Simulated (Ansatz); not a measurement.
# TlBr3 (model cell, started as ReO3 type): a soft mode frozen in, part 2 of 2

Wanted: the energy along a soft mode of TlBr3 (model cell, started as ReO3 type) and the structure at the end.

Ansatz 0.2.0; DFT PBEsol, scalar-relativistic, plane waves, norm-conserving pseudopotentials.

So far, highest frequency on the path or at a solved wavevector (cm⁻¹): step 2 (response at finite wavevector) 158. Also lowest frequency on the path (cm⁻¹): step 2 -49.8.

The structure was built from a prototype and need not be the compound's stable phase.

### 6. Relaxation from the frozen mode

Starting from the lowest point found, all atoms and the cell are let go, so that strain and other modes of the same symmetry can join in.

input.yaml reads:

```yaml
crystal:
  lattice:
    - [5.5180850399, 0.0, 0.0]
    - [0.0, 5.5180850399, 0.0]
    - [0.0, 0.0, 5.5180850399]
  atoms:
    - { symbol: Tl, position: [0.0, -0.0387390071, 0.0] }
    - { symbol: Br, position: [0.5, 0.0579911324, 0.0] }
    - { symbol: Br, position: [0.0, 0.4831051185, 0.0] }
    - { symbol: Br, position: [0.0, 0.0579911324, 0.5] }
kpoints:
  mp_grid: { grid: [8, 8, 8] }
hamiltonian:
  xc: pbesol
  pseudopotentials: { kind: nc }
scf:
  occupations: { method: methfessel_paxton, width: 0.2 }
output:
  forces: true
  stress: true
  eigenvalues: true
relax:
  adjacent_minimum: "off"
  f_tol: 0.002
  max_steps: 120
  cell: { stress_tol: 0.03 }
```

Run with:

```bash
ansatz run input.yaml --threads 4 --pin off --max-ram 7168MiB --backend cpu --events-out ev --progress --plain --runs-dir out
```

Numbers of over 12 decimals in the logs are rounded to 6 here.

The log of the run:

```text
[...]
Crystal: 4 atoms, lattice volume = 168.022 Å³
Basis set: ecut = 843.552974 eV, 9315 PW (Γ), exchange–correlation on 108×108×108 points (8 copies of the dense FFT grid, shifted against one another)
Bands: 21, of which v1, the nominal top of the filled ones, is band 17 counted from 1 (16 counted from 0)
Symmetry: 8 space group operations
[...]
k-points: 75 of 512 (time reversal used)
[...]
SCF iter   1: F=—  HF=-2936.321458 eV  |F-HF|=—  |Δ(HF+E_count)|=         —  Δρ=2.87e-2  dr2=2.17e0  ethr=3.10e-3  ⟨swp⟩=6.4  Hψ=8238  notcnv=0
[...]
SCF iter   8: F=-2935.520490 eV  HF=-2935.520490 eV  |F-HF|=2.82e-9  |Δ(HF+E_count)|=   9.85e-8  S|Δr|=    0.00e0  Δρ=1.90e-6  dr2=6.35e-9  ethr=2.94e-10  ⟨swp⟩=7.4  Hψ=8844  notcnv=0
SCF 1 converged in 8 iterations: F = -2935.520490 eV  dr2 = 6.35e-9
relax step   1: F+E_penalty+E_count = -2935.52049040 eV  Δ(F+E_penalty+E_count) = +0.000e0 eV  max|allowed force component| = 9.330e-2 eV/Å  Δτ_max = 0.0000 Å  P = -0.417 GPa  Ω = 168.022 Å³  (8 SCF iters, dr2 threshold 1.00e-7 eV, accepted)
Crystal: 4 atoms, lattice volume = 164.354 Å³
Basis set: ecut = 843.552974 eV, 9151 PW (Γ), exchange–correlation on 108×108×108 points (8 copies of the dense FFT grid, shifted against one another)
[...]
SCF iter   6: F=-2935.559115 eV  HF=-2935.559115 eV  |F-HF|=2.42e-7  |Δ(HF+E_count)|=   5.93e-7  S|Δr|=    0.00e0  Δρ=1.17e-5  dr2=2.87e-7  ethr=1.18e-9  ⟨swp⟩=8.1  Hψ=9105  notcnv=0
SCF 2 converged in 6 iterations: F = -2935.559115 eV  dr2 = 2.87e-7
relax step   2: F+E_penalty+E_count = -2935.55911455 eV  Δ(F+E_penalty+E_count) = -3.862e-2 eV  max|allowed force component| = 2.761e-1 eV/Å  Δτ_max = 0.0466 Å  P = -0.083 GPa  Ω = 164.354 Å³  energy of the carried Pulay correction = +6.842e-5 eV  (6 SCF iters, dr2 threshold 4.00e-7 eV, accepted)
Crystal: 4 atoms, lattice volume = 159.518 Å³
Basis set: ecut = 843.552974 eV, 8883 PW (Γ), exchange–correlation on 108×108×108 points (8 copies of the dense FFT grid, shifted against one another)
[...]
SCF iter   7: F=-2935.619813 eV  HF=-2935.619813 eV  |F-HF|=1.15e-8  |Δ(HF+E_count)|=   9.05e-8  S|Δr|=    0.00e0  Δρ=5.12e-6  dr2=2.59e-8  ethr=1.18e-9  ⟨swp⟩=8.2  Hψ=9129  notcnv=0
SCF 3 converged in 7 iterations: F = -2935.619813 eV  dr2 = 2.59e-8
relax step   3: F+E_penalty+E_count = -2935.61981267 eV  Δ(F+E_penalty+E_count) = -6.070e-2 eV  max|allowed force component| = 4.307e-1 eV/Å  Δτ_max = 0.1949 Å  P = +0.432 GPa  Ω = 159.518 Å³  energy of the carried Pulay correction = +1.610e-4 eV  (7 SCF iters, dr2 threshold 4.00e-7 eV, accepted)
[... from here on, the SCF cycles and remarks between the steps are left out ...]
relax step   4: F+E_penalty+E_count = -2935.68739178 eV  Δ(F+E_penalty+E_count) = -6.758e-2 eV  max|allowed force component| = 1.112e-1 eV/Å  Δτ_max = 0.0480 Å  P = +0.281 GPa  Ω = 159.035 Å³  energy of the carried Pulay correction = +1.704e-4 eV  (7 SCF iters, dr2 threshold 4.00e-7 eV, accepted)
relax step   5: F+E_penalty+E_count = -2935.71015430 eV  Δ(F+E_penalty+E_count) = -2.276e-2 eV  max|allowed force component| = 2.140e-1 eV/Å  Δτ_max = 0.0953 Å  P = +0.521 GPa  Ω = 160.899 Å³  energy of the carried Pulay correction = +1.343e-4 eV  (6 SCF iters, dr2 threshold 4.00e-7 eV, accepted)
relax step   6: F+E_penalty+E_count = -2935.71209264 eV  Δ(F+E_penalty+E_count) = -1.938e-3 eV  max|allowed force component| = 2.769e-1 eV/Å  Δτ_max = 0.0314 Å  P = +0.051 GPa  Ω = 164.979 Å³  energy of the carried Pulay correction = +5.666e-5 eV  (5 SCF iters, dr2 threshold 4.00e-7 eV, accepted)
relax step   7: F+E_penalty+E_count = -2935.71702022 eV  Δ(F+E_penalty+E_count) = -4.928e-3 eV  max|allowed force component| = 1.504e-2 eV/Å  Δτ_max = 0.0294 Å  P = -0.054 GPa  Ω = 165.001 Å³  energy of the carried Pulay correction = +5.623e-5 eV  (6 SCF iters, dr2 threshold 4.00e-7 eV, accepted)
relax step   8: F+E_penalty+E_count = -2935.71712206 eV  Δ(F+E_penalty+E_count) = -1.018e-4 eV  max|allowed force component| = 8.585e-4 eV/Å  Δτ_max = 0.0034 Å  P = +0.000 GPa  Ω = 164.856 Å³  energy of the carried Pulay correction = +5.896e-5 eV  (5 SCF iters, dr2 threshold 1.41e-8 eV, accepted)
relax step   9: F+E_penalty+E_count = -2935.71980740 eV  Δ(F+E_penalty+E_count) = -2.685e-3 eV  max|allowed force component| = 6.356e-4 eV/Å  Δτ_max = 0.0000 Å  P = +0.036 GPa  Ω = 164.856 Å³  stress off target by 1.05e-1 GPa  SCF on the basis re-selected at this cell (its energy is not comparable with the rows above)  (7 SCF iters)
relax step  10: F+E_penalty+E_count = -2935.72016526 eV  Δ(F+E_penalty+E_count) = -3.579e-4 eV  max|allowed force component| = 3.374e-3 eV/Å  Δτ_max = 0.0074 Å  P = +0.017 GPa  Ω = 165.341 Å³  energy of the carried Pulay correction = -9.255e-6 eV  (5 SCF iters, dr2 threshold 2.75e-8 eV, accepted)
relax step  11: F+E_penalty+E_count = -2935.72027494 eV  Δ(F+E_penalty+E_count) = -1.097e-4 eV  max|allowed force component| = 2.085e-2 eV/Å  Δτ_max = 0.0159 Å  P = -0.027 GPa  Ω = 166.537 Å³  energy of the carried Pulay correction = -3.187e-5 eV  (6 SCF iters, dr2 threshold 6.66e-9 eV, accepted)
relax step  12: F+E_penalty+E_count = -2935.72034681 eV  Δ(F+E_penalty+E_count) = -7.187e-5 eV  max|allowed force component| = 3.927e-3 eV/Å  Δτ_max = 0.0038 Å  P = -0.002 GPa  Ω = 166.098 Å³  energy of the carried Pulay correction = -2.368e-5 eV  (5 SCF iters, dr2 threshold 2.72e-8 eV, accepted)
relax step  13: F+E_penalty+E_count = -2935.72034866 eV  Δ(F+E_penalty+E_count) = -1.846e-6 eV  max|allowed force component| = 2.115e-4 eV/Å  Δτ_max = 0.0002 Å  P = +0.000 GPa  Ω = 166.079 Å³  energy of the carried Pulay correction = -2.332e-5 eV  (4 SCF iters, dr2 threshold 9.64e-10 eV, accepted)
[...]
SCF iter   6: F=-2935.720373 eV  HF=-2935.720373 eV  |F-HF|=2.73e-12  |Δ(HF+E_count)|=  5.00e-12  S|Δr|=    0.00e0  Δρ=3.05e-8  dr2=2.66e-12  ethr=1.00e-12  ⟨swp⟩=8.8  Hψ=10455  notcnv=0
SCF 14 converged in 6 iterations: F = -2935.720373 eV  dr2 = 2.66e-12
relax step  14: F+E_penalty+E_count = -2935.72037307 eV  Δ(F+E_penalty+E_count) = -2.441e-5 eV  max|allowed force component| = 1.952e-4 eV/Å  Δτ_max = 0.0000 Å  P = +0.000 GPa  Ω = 166.079 Å³  stress off target by 9.38e-4 GPa  SCF on the basis re-selected at this cell (its energy is not comparable with the rows above)  (6 SCF iters)
[...]
SCF converged after 6 iterations
[...]
Free energy (F): -2935.720373 eV
[...]
Internal energy: -2935.719094 eV  (E = F + TS)
E sigma→0 (E₀):  -2935.720053 eV
Entropy (-TS):   -0.001279 eV (-0.320 meV/atom)
Fermi energy:    1.016604 eV
[...]
--- Forces (eV/Å), atoms counted from 1 ---
  atom   1  Tl     0.00000000     0.00010233    -0.00000000
  atom   2  Br    -0.00000000     0.00004683     0.00000000
  atom   3  Br    -0.00000000    -0.00019491     0.00000000
  atom   4  Br     0.00000000     0.00004683     0.00000000
  max |Σ_I F_I| component: 1.07e-6 eV/Å
--- Stress (GPa, compression-positive) ---
        0.000223      -0.000000      -0.000000
       -0.000000       0.000938       0.000000
       -0.000000       0.000000       0.000223
  P = ⅓ Tr σ = 0.0005 GPa (0.005 kbar)
--- Band table (eV; the first three rows and the last of 75) ---
  k-point 0: bands = [... 13 lower, 0.1578, 0.1578, 0.2690, 0.4270, 0.4270, 5.8114, 6.7324, 6.7324]
  k-point 1: bands = [... 13 lower, 0.0797, 0.1359, 0.1401, 0.3744, 0.8877, 5.9544, 6.7201, 6.7616]
  k-point 2: bands = [... 13 lower, 0.0242, 0.0372, 0.0707, 0.2993, 1.6186, 6.3503, 6.7326, 6.8391]
  k-point 74: bands = [... 13 lower, 0.3605, 0.3833, 0.3833, 1.0833, 2.3033, 5.8698, 5.8698, 7.3386]
--- Relaxed structure (12 steps of the walk, 12 accepted, 2 SCFs on fresh bases) ---
  F+E_penalty+E_count = -2935.72037307 eV   max|allowed force component| = 1.952e-4 eV/Å   (the final SCF, on the basis selected at the relaxed cell)
  cell:  # Å, volume = 166.0794 Å³
    - [5.079969, 0, 0]
    - [0, 6.435669, 0.0]
    - [0, 0.0, 5.079969]
  atoms:
    - { symbol: Tl, position: [0, -0.099598, 0.0] }
    - { symbol: Br, position: [0.500000, 0.076378, 0] }
    - { symbol: Br, position: [0, 0.507190, 0] }
    - { symbol: Br, position: [0, 0.076378, 0.500000] }
```

The job ended after 2.6 min (4 threads of AMD EPYC 7R13 (Zen 3), shared host; peak memory 1 GiB; 10 min of CPU time).

The steps of the relaxation:

| step | energy less that of the first step (eV) | largest force component (eV/Å) | pressure (GPa) | volume (Å³) |
| --- | --- | --- | --- | --- |
| 1 | 0.0000 | 0.0933 | -0.42 | 168.02 |
| 2 | -0.0386 | 0.2761 | -0.08 | 164.35 |
| 3 | -0.0993 | 0.4307 | 0.43 | 159.52 |
| 4 | -0.1669 | 0.1112 | 0.28 | 159.03 |
| 5 | -0.1897 | 0.2140 | 0.52 | 160.90 |
| 6 | -0.1916 | 0.2769 | 0.05 | 164.98 |
| 7 | -0.1965 | 0.0150 | -0.05 | 165.00 |
| 8 | -0.1966 | 0.0009 | 0.00 | 164.86 |
| 9* | -0.1993 | 0.0006 | 0.04 | 164.86 |
| 10 | -0.1997 | 0.0034 | 0.02 | 165.34 |
| 11 | -0.1998 | 0.0209 | -0.03 | 166.54 |
| 12 | -0.1999 | 0.0039 | 0.00 | 166.10 |
| 13 | -0.1999 | 0.0002 | 0.00 | 166.08 |
| 14* | -0.1999 | 0.0002 | 0.00 | 166.08 |

Relaxation steps marked * repeat the geometry before them on a plane-wave basis chosen anew for their cell, so energy and pressure can jump there.

The run keeps the 8 symmetry operations that it works with, so distortions that break them were not tested.

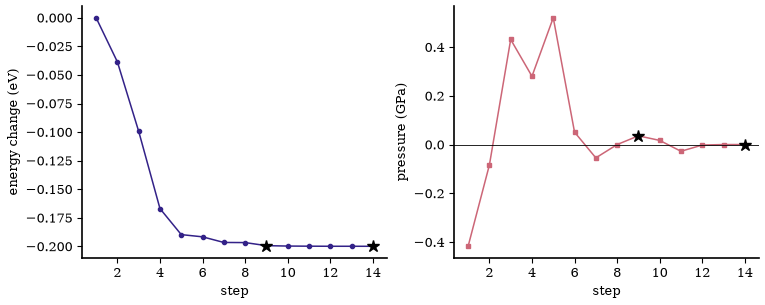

Energy and pressure along the relaxation. Stars mark steps on a basis chosen anew.

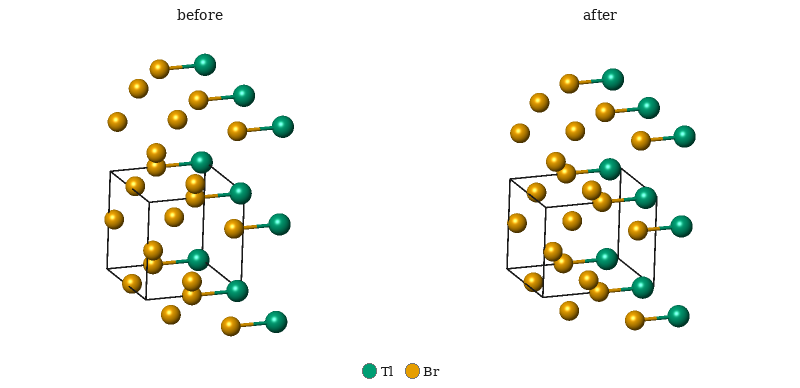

Before and after, at one scale. Bonds to atoms that aren't drawn are left out.

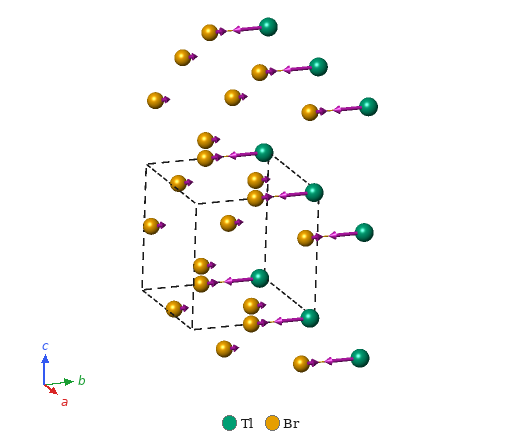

Displacements in the relaxation, exaggerated, measured against the changing cell; the longest in the cell stands for 0.39 Å. Bonds to atoms that aren't drawn are left out. 2×1×2 cells are drawn. Some periodic images of atoms are drawn too.

| cell as run | before | after | change |
| --- | --- | --- | --- |
| a (Å) | 5.518 | 5.080 | -7.9 % |
| b (Å) | 5.518 | 6.436 | +16.6 % |
| c (Å) | 5.518 | 5.080 | -7.9 % |
| volume (Å³/atom) | 42.01 | 41.52 | -1.2 % |

The atoms that moved most (Å, as changes of fractional coordinates times the final cell):

| atom | dx | dy | dz | length |
| --- | --- | --- | --- | --- |
| Tl1 | 0.000 | -0.392 | 0.000 | 0.392 |
| Br3 | 0.000 | 0.155 | 0.000 | 0.155 |
| Br2 | 0.000 | 0.118 | 0.000 | 0.118 |
| Br4 | 0.000 | 0.118 | 0.000 | 0.118 |

Final coordinates:

```cif
data_structure
_symmetry_space_group_name_H-M 'P 1'
_symmetry_Int_Tables_number 1
_cell_length_a 5.0800
_cell_length_b 6.4357
_cell_length_c 5.0800
_cell_angle_alpha 90.000
_cell_angle_beta 90.000
_cell_angle_gamma 90.000
_cell_volume 166.08
loop_
_atom_site_label
_atom_site_type_symbol
_atom_site_fract_x
_atom_site_fract_y
_atom_site_fract_z
_atom_site_occupancy
Tl1 Tl 0.00000 0.90040 0.00000 1
Br2 Br 0.50000 0.07638 0.00000 1
Br3 Br 0.00000 0.50719 0.00000 1
Br4 Br 0.00000 0.07638 0.50000 1
```

This step gave:

- pressure: 4.61e-4 GPa
- volume per atom: 41.52 Å³

The distorted start has space group P4mm; the relaxation ends in P4mm.

### 7. The new phase in its own primitive cell

The relaxed structure is symmetrised, reduced to its primitive cell and relaxed tightly, as its phonons need.

input.yaml, the sections that differ from step 6:

```yaml
crystal:
  lattice:
    - [5.0799688784, 0.0, 0.0]
    - [0.0, 5.0799688784, 0.0]
    - [0.0, 0.0, 6.4356685548]
  atoms:
    - { symbol: Tl, position: [0.0, 0.0, 0.099598329] }
    - { symbol: Br, position: [0.5, 0.0, 0.9236218353] }
    - { symbol: Br, position: [0.0, 0.0, 0.4928096241] }
    - { symbol: Br, position: [0.0, 0.5, 0.9236218353] }
relax:
  adjacent_minimum: "off"
  f_tol: 0.001
  max_steps: 60
  cell: { stress_tol: 0.01 }
# kpoints, hamiltonian, scf, output: as in step 6
```

The log of the run:

```text
[...]
Crystal: 4 atoms, lattice volume = 166.079 Å³
Basis set: ecut = 843.552974 eV, 9183 PW (Γ), exchange–correlation on 100×100×128 points (8 copies of the dense FFT grid, shifted against one another)
Bands: 21, of which v1, the nominal top of the filled ones, is band 17 counted from 1 (16 counted from 0)
Symmetry: 8 space group operations
[...]
--- Relaxed structure (1 steps of the walk, 1 accepted, 1 SCFs on fresh bases) ---
[...]
cell:  # Å, volume = 166.0794 Å³
    - [5.0799688784, 0.0, 0.0]
    - [0.0, 5.0799688784, 0.0]
    - [0.0, 0.0, 6.4356685548]
  atoms:
    - { symbol: Tl, position: [0.0, 0.0, 0.099598] }
    - { symbol: Br, position: [0.5, 0.0, 0.9236218353] }
    - { symbol: Br, position: [0.0, 0.0, 0.4928096241] }
    - { symbol: Br, position: [0.0, 0.5, 0.9236218353] }
[key lines of the parts left out:]
SCF converged after 7 iterations
Free energy (F): -2935.720373 eV
Fermi energy:    1.016604 eV
P = ⅓ Tr σ = 0.0005 GPa (0.005 kbar)
```

It took 28 s on 4 threads; peak memory 0.97 GiB; 1.8 min of CPU time.

Little changed from the start: no atom moved by 0.005 Å and no cell edge by 0.1 %.

The largest force component left is 0.20 meV/Å and the pressure is 0.000 GPa, within the tolerances set. The cell now holds 41.52 Å³/atom.

### 8. Modes of the new phase

A relaxed structure may still be a saddle point, so its zone-centre modes are computed. No field response is asked, since the mesh shows no gap.

Changes to input.yaml since step 7:

```diff
@@ -18,9 +18,4 @@
 output:
-  forces: true
-  stress: true
   eigenvalues: true
-relax:
-  adjacent_minimum: "off"
-  f_tol: 0.001
-  max_steps: 60
-  cell: { stress_tol: 0.01 }
+phonons:
+  method: dfpt
```

The log of the run:

```text
zone centre: on kpoints.mp_grid the ground state, and the responses unless they are solved on pairs of k-points, stand on 125 of the mesh's 512 k-points, reduced under 4 symmetry operations, with k and −k counted as one. Each operation leaves every solved displacement unchanged or reverses it
[...]
Crystal: 4 atoms, lattice volume = 166.079 Å³
Basis set: ecut = 843.552974 eV, 9183 PW (Γ), exchange–correlation on 100×100×128 points (8 copies of the dense FFT grid, shifted against one another)
Bands: 21, of which v1, the nominal top of the filled ones, is band 17 counted from 1 (16 counted from 0)
Symmetry: 8 space group operations
k-points: 125 of 512 (irreducible under 4 space group operations, time reversal used)
[...]
SCF iter   1: F=—  HF=-2936.964942 eV  |F-HF|=—  |Δ(HF+E_count)|=         —  Δρ=3.24e-2  dr2=3.95e0  ethr=3.10e-3  ⟨swp⟩=6.5  Hψ=13719  notcnv=0
[...]
SCF iter  13: F=-2935.720373 eV  HF=-2935.720373 eV  |F-HF|=9.09e-13  |Δ(HF+E_count)|=  2.23e-11  S|Δr|=    0.00e0  Δρ=1.90e-8  dr2=8.04e-13  ethr=1.00e-12  ⟨swp⟩=7.8  Hψ=16143  notcnv=0
SCF 1 converged in 13 iterations: F = -2935.720373 eV  dr2 = 8.04e-13
DFPT response loops at Γ: preconditioner auto → none (partly filled bands, converged f_vac=0.231); β = 0.50; Broyden in place of MSR1
SCF converged after 13 iterations
[...]
Free energy (F): -2935.720373 eV
[...]
Internal energy: -2935.719094 eV  (E = F + TS)
E sigma→0 (E₀):  -2935.720053 eV
Entropy (-TS):   -0.001279 eV (-0.320 meV/atom)
Fermi energy:    1.016604 eV
[...]
--- Band table (eV; the first three rows and the last of 125) ---
  k-point 0: bands = [... 13 lower, 0.1578, 0.1578, 0.2690, 0.4270, 0.4270, 5.8114, 6.7324, 6.7324]
  k-point 1: bands = [... 13 lower, 0.1384, 0.1384, 0.4140, 0.4140, 0.4748, 5.8721, 6.8204, 6.8204]
  k-point 2: bands = [... 13 lower, 0.0843, 0.0843, 0.3900, 0.3900, 0.8610, 5.9893, 7.0483, 7.0483]
  k-point 124: bands = [... 13 lower, 0.3605, 0.3833, 0.3833, 1.0833, 2.3033, 5.8698, 5.8698, 7.3386]
--- Phonons (Γ-DFPT): 7 representative perturbations + reference, on 125 of 512 k-points (Σ response iterations 25) ---
  k mesh reduced under 4 symmetry operations, with k and −k counted as one. Each operation leaves every solved displacement unchanged or reverses it
  ASR residual: 1.287e-4 → 0.000e0 eV/Å²; symmetrization residual: 2.437e-5 eV/Å²
  ASR residual per site (eV/Å²): 2.03e-5 2.20e-5 1.29e-4 2.20e-5
[...]
non-analytic LO–TO correction: not included (Born effective charges unavailable; polar crystals: no LO–TO splitting at Γ)
```

The job ended after 2.4 min (4 threads; peak memory 3.5 GiB; 9.2 min of CPU time).

Numbers from this step:

```
sum-rule residual before enforcement                    : 1.29e-4 eV/Å²
point group                                             : 4mm
highest optical mode at the zone centre (no LO-TO term) : 199.4 cm⁻¹
lowest optical zone-centre mode                         : 11.5 cm⁻¹
```

Patterns of degenerate modes are one choice out of their space. Modes at Γ, with each element's share of the kinetic energy:

| mode | frequency (cm⁻¹) | symmetry | Tl % | Br % |
| --- | --- | --- | --- | --- |
| 1 | 0.0 | acoustic | 46 | 54 |
| 2 | 0.0 | acoustic | 46 | 54 |
| 3 | 0.0 | acoustic | 46 | 54 |
| 4 | 11.5 | E | 25 | 75 |
| 5 | 11.5 | E | 25 | 75 |
| 6 | 33.5 | E | 17 | 83 |
| 7 | 33.5 | E | 17 | 83 |
| 8 | 65.8 | B1 | 0 | 100 |
| 9 | 107.5 | A1 | 23 | 77 |
| 10 | 133.6 | E | 12 | 88 |
| 11 | 133.6 | E | 12 | 88 |
| 12 | 199.4 | A1 | 31 | 69 |

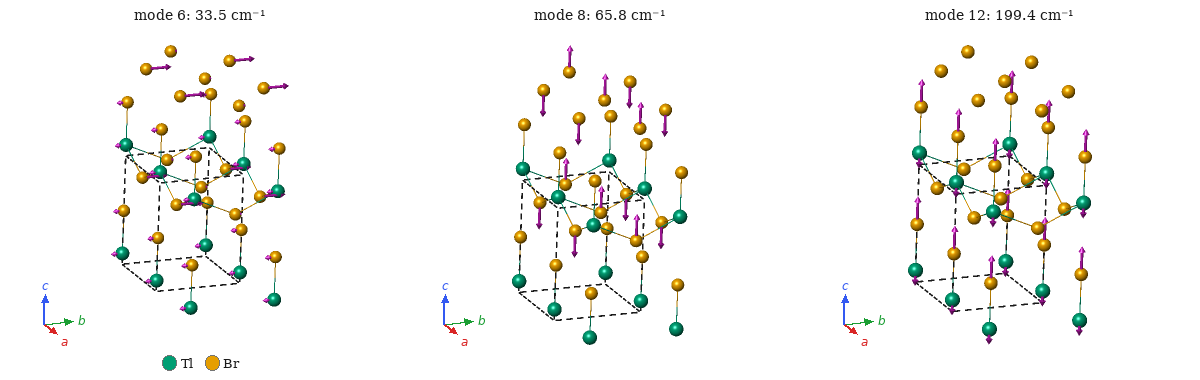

Displacement patterns of modes 6, 8 and 12 at Γ; arrows are exaggerated. Bonds to atoms that aren't drawn are left out. 2×1×2 cells are drawn. Some periodic images of atoms are drawn too.

Before it was imposed, the acoustic sum rule was missed by 1.3e-4 eV/Å². Small misses are needed for a sound result but don't prove that mesh and cutoff are converged. The lowest optical mode is real, 11.5 cm⁻¹.

### 9. Outcome

```yaml
unstable_mode_of_the_parent: q = (0, 0, 0), 48i cm⁻¹
depth_at_the_lowest_point_sampled: 17.5 meV/atom
largest_atomic_shift_at_that_point: 0.32 Å
space_group_reached_within_0p01_a: P4mm
energy_gained_over_the_parent_first_relaxation_on_the_mesh_of_the_frozen_mode: 66.8 meV/atom
volume_per_atom_phase_reached: 41.5 Å³
lowest_optical_zone_centre_mode_phase_reached: 11.5 cm⁻¹
highest_optical_mode_at_the_zone_centre_no_lo_to_term_phase_reached: 199 cm⁻¹
```

Along this mode the structure falls into P4mm, 66.8 meV/atom below the parent. At the parent's cell the well is 17.51 meV/atom deep on the steps tried, with its lowest point at a shift of 0.32 Å. Relaxing atoms and cell changes the gain by +49.31 meV/atom against the lowest step (energies at zero smearing). Most of the total comes from this relaxation. The new phase has no imaginary mode at the zone centre of its cell; other wavevectors were not checked. Of the 3 patterns followed to their end from this parent, this one reaches the lowest energy. Each path keeps the symmetry of its pattern, so a lower phase may lie along a pattern not tried. With no gap, or one that is small against the smearing, the frequencies hang on the k mesh and the smearing, most of all near Kohn anomalies. A semilocal functional can close a gap that the real compound would have, so the metallic treatment may be an artefact of the level. An optical mode within 15 cm⁻¹ of zero is at the mercy of small errors in the force constants, and even its sign is uncertain. Spin-orbit coupling is left out, which can matter for the heavy elements here. A phonon run warned that its eigensolver left some bands unconverged in a pass. The starting cell was built on a prototype and not taken from a measurement, so the phase need not exist.

[Logs are printed without paths, hosts, clocks, repeated set-up lines and the standing remarks that a program may print on its own settings, such as how far it seeks lower states.]

[Hosts, paths, dates, database ids (printed as entryN), source tags and the programs' standing remarks are cut or masked in the printed files.]
